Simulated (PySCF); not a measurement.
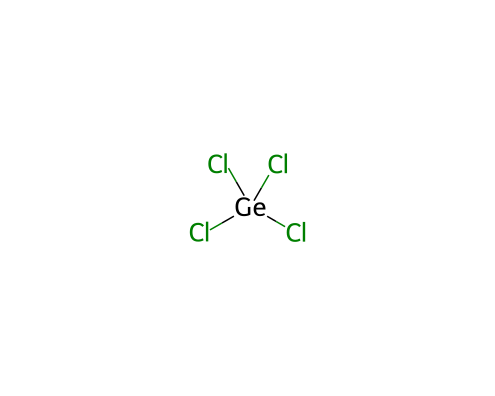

Structural formula above. Computed geometry: GFN2-xTB optimisation. No frequency run is at hand to confirm it as a minimum.

Describe the 3D structure.

Formula GeCl4. Its SMILES string is `[Cl][Ge]([Cl])([Cl])[Cl]`. The point group is Td. Coordination: 1 Ge tetrahedral.

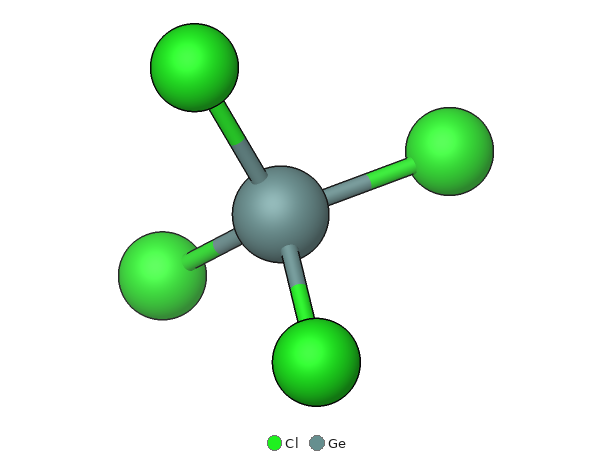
